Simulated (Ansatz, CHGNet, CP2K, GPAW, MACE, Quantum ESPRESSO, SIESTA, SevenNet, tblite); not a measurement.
## Twisted Ti2CO2 MXene bilayer, 38.21° (70 atoms): runs against a plane-wave reference

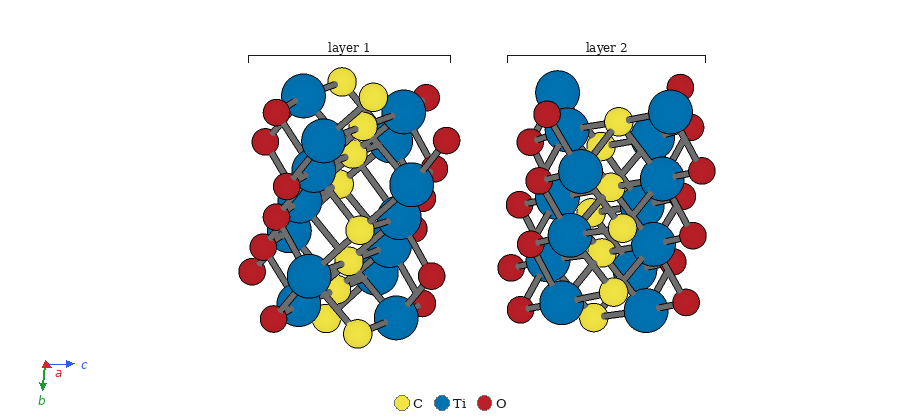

The cell (carbon yellow, titanium blue, oxygen red). Some periodic images of atoms are drawn too.

The cell holds 70 atoms: 14 C, 28 Ti and 28 O. Cell: a = 8.017 Å, b = 8.017 Å, c = 23.800 Å, α = 90.0°, β = 90.0°, γ = 120.0°. It derives from Ti2CO2 (Ti2CO2 MXene). Ti2CO2 MXene (a = 3.03 Å) under Ti2CO2 MXene (a = 3.03 Å), bilayer, commensurate cell of 7 unit cells a layer, twist 38.21 deg; facing planes 2.92 Å apart; 12 Å of vacuum; layers as built, displaced by a Gaussian of 0.01 Å. Then every atom was moved at random, 0.03 Å r.m.s. a Cartesian component. Regions: layer 1, 35 atoms (7 C, 14 Ti and 14 O); layer 2, 35 atoms (7 C, 14 Ti and 14 O). Vacuum lies along c.

Geometry: as built.

The reference, a calculation:

- method: Kohn-Sham DFT, PBE, PAW, plane waves (Ansatz 0.2.0); cutoff 420 eV, Γ point, fermi-dirac smearing of 0.05 eV; PAW set soft_2
- r.m.s. force component: 0.4749 eV/Å
- longest force: 1.655 eV/Å
- gap (highest filled to lowest empty level): 0.398 eV
- SCF cycles: 11
- time: 22 s on 4 threads of Arm Neoverse V1, shared host
- CPU time: 85 s

**Question.** The same geometry is run in other programs. How far does each lie from the reference, and what does it cost?
- GPAW PBE, LCAO dzp, h 0.18 Å (GPAW 26.7.0; 1 thread)
- tblite GFN1-xTB (tblite 0.8.0; 1 thread)
- QE PBE, sssp-1.3.0-efficiency, 30/240 Ry (Quantum ESPRESSO 7.5; 2 MPI ranks)
- SIESTA PBE, DZP, shift 0.01 Ry, mesh 500 Ry (SIESTA 5.4.2; 2 MPI ranks)
- GPAW PBE, grid h 0.18 Å (GPAW 26.7.0; 4 MPI ranks)
- CP2K PBE, DZVP-MOLOPT-SR, 400/50 Ry, diagonalisation (CP2K 2026.2; 2 threads)
- MACE MP-0b2 small potential (MACE MP-0b2 small; 1 thread)
- QE PBE, sssp-1.3.0-efficiency, 60/480 Ry (Quantum ESPRESSO 7.5; 4 MPI ranks)
- SevenNet l3i5 potential (SevenNet l3i5; 1 thread)
- SIESTA LDA, DZP, shift 0.01 Ry, mesh 500 Ry (SIESTA 5.4.2; 2 MPI ranks)

Differences are against the plane-wave reference, forces as r.m.s. over components; share is that over the reference's r.m.s. force, slope the least-squares factor from reference forces to these. Total energies of different programs have different zeros and aren't compared.

```
                                                          run  Δ force, r.m.s. (meV/Å)  share (%)  slope  Δ gap (eV)  cores  CPU time  memory (GiB)
                                                    reference                        -          -      -           -      4      85 s           1.6
                                 GPAW PBE, LCAO dzp, h 0.18 Å                      194       40.8  1.090     -0.0357      1    12 min           1.8
                                              tblite GFN1-xTB                      552        116  0.313           -      1     5.1 s          0.12
            QE PBE, sssp-1.3.0-efficiency, 30/240 Ry (coarse)                     18.1       3.82  1.013     -0.0055      2    15 min           1.5
                  SIESTA PBE, DZP, shift 0.01 Ry, mesh 500 Ry                     75.2       15.8  1.038           -      2   9.6 min           1.8
                                      GPAW PBE, grid h 0.18 Å                     51.0       10.7  1.020      0.0059      4    31 min           3.9
CP2K PBE, DZVP-MOLOPT-SR, 400/50 Ry, diagonalisation (coarse)                     60.5       12.7  1.033           -      2    11 min           2.6
                                  MACE MP-0b2 small potential                      296       62.3  0.914           -      1     7.3 s          0.66
                     QE PBE, sssp-1.3.0-efficiency, 60/480 Ry                     4.36      0.917  0.998           0      4    36 min           4.5
                                      SevenNet l3i5 potential                      219       46.1  0.801           -      1      12 s           1.4
                  SIESTA LDA, DZP, shift 0.01 Ry, mesh 500 Ry                      211       44.4  0.947           -      2   9.3 min           1.8
```

Rows marked coarse were listed beforehand as settings not expected to be converged; some can still land near the reference.

Times of the machine-learned potentials are mostly Python's start and the loading of weights.

CPU time is summed over cores on a shared host, where runs went side by side, so it is rough. Symmetry, cutoffs, thresholds, outputs and thread counts weren't matched or tuned between programs; memory under MPI is the largest rank's times the ranks.

PBE on plane waves or a grid with other potentials, cutoffs or grids, coarse settings apart, differs from the reference by 0.92 % (QE PBE, sssp-1.3.0-efficiency, 60/480 Ry) to 11 % (GPAW PBE, grid h 0.18 Å) of the r.m.s. force; this holds the reference's own error, so differences of a few per cent don't tell which side is nearer the exact PBE result (QE's 60 Ry are 816 eV, against the reference's 420 eV). GPAW PBE, grid h 0.18 Å stands apart from the other plane-wave or grid runs, so its own grid or potentials are the likelier cause. The PBE runs in local orbitals, coarse settings apart, differ by 16 % (SIESTA PBE, DZP, shift 0.01 Ry, mesh 500 Ry) to 41 % (GPAW PBE, LCAO dzp, h 0.18 Å); basis, grid and potentials can all enter. Tight binding differs by 116 % (tblite GFN1-xTB); it is another model, with fitted parameters of its own, and the xTB methods hold dispersion. Periodic xTB results under one method name differ between programs and library versions. Machine-learned potentials mimic data converged in k, so the reference's own k-point error enters their differences. The runs have no spin polarisation, so moments on Ti can't form, and no Hubbard term. The electronic-structure runs sample only Γ, in a cell whose shortest periodic width is 7 Å.

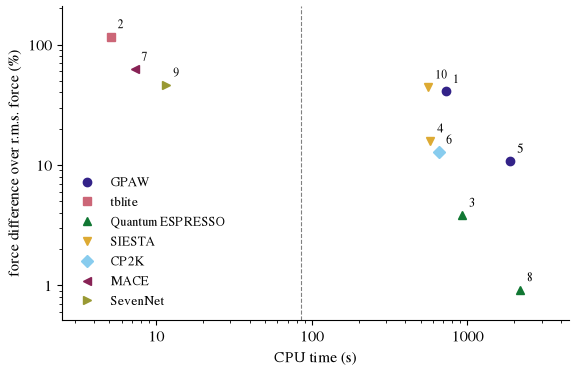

Force difference against CPU time; the dashed line marks the reference's time. Points: 1 GPAW PBE, LCAO dzp, h 0.18 Å; 2 tblite GFN1-xTB; 3 QE PBE, sssp-1.3.0-efficiency, 30/240 Ry; 4 SIESTA PBE, DZP, shift 0.01 Ry, mesh 500 Ry; 5 GPAW PBE, grid h 0.18 Å; 6 CP2K PBE, DZVP-MOLOPT-SR, 400/50 Ry, diagonalisation; 7 MACE MP-0b2 small potential; 8 QE PBE, sssp-1.3.0-efficiency, 60/480 Ry; 9 SevenNet l3i5 potential; 10 SIESTA LDA, DZP, shift 0.01 Ry, mesh 500 Ry.

[Logs are printed without paths, hosts, clocks, repeated set-up lines and the standing remarks that a program may print on its own settings, such as how far it seeks lower states.]

[Hosts, paths, dates, database ids (printed as entryN), source tags and the programs' standing remarks are cut or masked in the printed files.]
